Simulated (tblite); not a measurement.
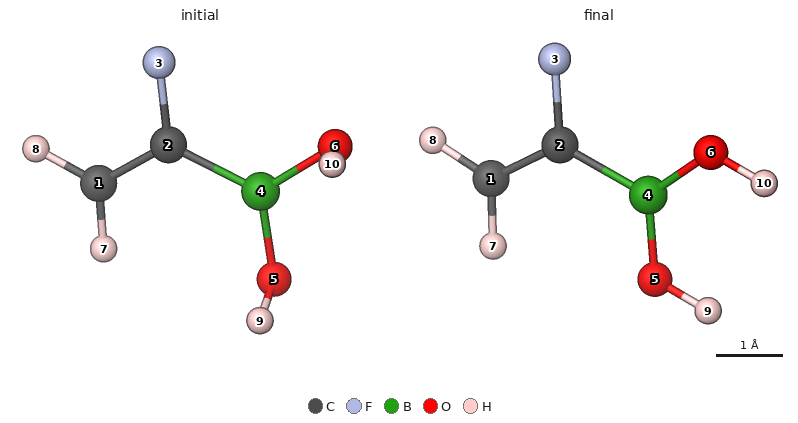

The structure of C2H4BFO2 before (left) and after (right) a relaxation, at one scale.

Style: ball-and-stick. Shown at a tilt.

Computed with GFN2-xTB geometry optimisation, gas phase in tblite 0.8.0. 

**Describe what moved and what it gained.**

H9 moves most after the best rigid fit: 0.77 Å. By element the largest moves are H 0.77 Å, O 0.49 Å, B 0.31 Å, F 0.15 Å, C 0.14 Å. Near-neighbour distances that change, for instance: B4–O6 1.462 → 1.347 Å, B4–O5 1.468 → 1.355 Å, O5–H9 0.995 → 0.958 Å, O6–H10 0.984 → 0.957 Å. Among the angles between lasting bonds that change: B4–O6–H10 104.6° → 118.2°, B4–O5–H9 104.1° → 117.2°, O5–B4–O6 119.1° → 124.8°. Groups turn about B4–O6 by about 90°, B4–O5 by about 90°. The energy falls by 32.7 kcal/mol in 43 geometry steps. The run took 0.16 s on 1 thread of Arm Neoverse V1, on a shared host.
